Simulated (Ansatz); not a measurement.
Cell of SnS2 (1T monolayer start, 36-atom cell) (held in this type by symmetry, stable or not), relaxed at this level with c, alpha, beta of the cell held:

```
SnS2
1.0
   11.10254     6.41005     0.00000
  -11.10254     6.41005     0.00000
    0.00000     0.00000    20.00000
Sn S
12 24
Direct
  0.00000   0.50000   0.50000
  0.16667   0.83333   0.50000
  0.00000   0.00000   0.50000
  0.16667   0.33333   0.50000
  0.33333   0.66667   0.50000
  0.33333   0.16667   0.50000
  0.50000   0.50000   0.50000
  0.66667   0.83333   0.50000
  0.50000   0.00000   0.50000
  0.66667   0.33333   0.50000
  0.83333   0.66667   0.50000
  0.83333   0.16667   0.50000
  0.16667   0.66667   0.57393
  0.33333   0.00000   0.57393
  0.16667   0.16667   0.57393
  0.33333   0.50000   0.57393
  0.50000   0.83333   0.57393
  0.50000   0.33333   0.57393
  0.66667   0.66667   0.57393
  0.83333   0.00000   0.57393
  0.66667   0.16667   0.57393
  0.83333   0.50000   0.57393
  0.00000   0.83333   0.57393
  0.00000   0.33333   0.57393
  0.16667   0.50000   0.42607
  0.33333   0.83333   0.42607
  0.16667   0.00000   0.42607
  0.33333   0.33333   0.42607
  0.50000   0.66667   0.42607
  0.50000   0.16667   0.42607
  0.66667   0.50000   0.42607
  0.83333   0.83333   0.42607
  0.66667   0.00000   0.42607
  0.83333   0.33333   0.42607
  0.00000   0.66667   0.42607
  0.00000   0.16667   0.42607
```

The numbers are results of PBE (plane waves to 420 eV, PAW; Ansatz, a program for electronic structure), not measurements. Spin–orbit coupling is left out. Its k-point mesh 2×2×1, Fermi–Dirac width 0.01 eV.

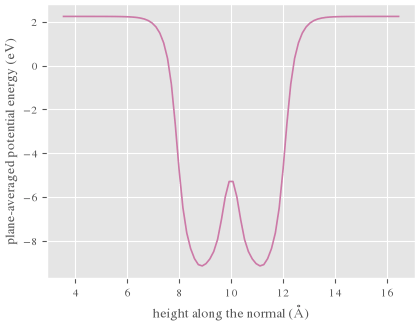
Figure. Smooth (PAW) electrostatic potential energy of an electron, averaged over planes, about its mean

The curve spans 11.4 eV over the stretch drawn.
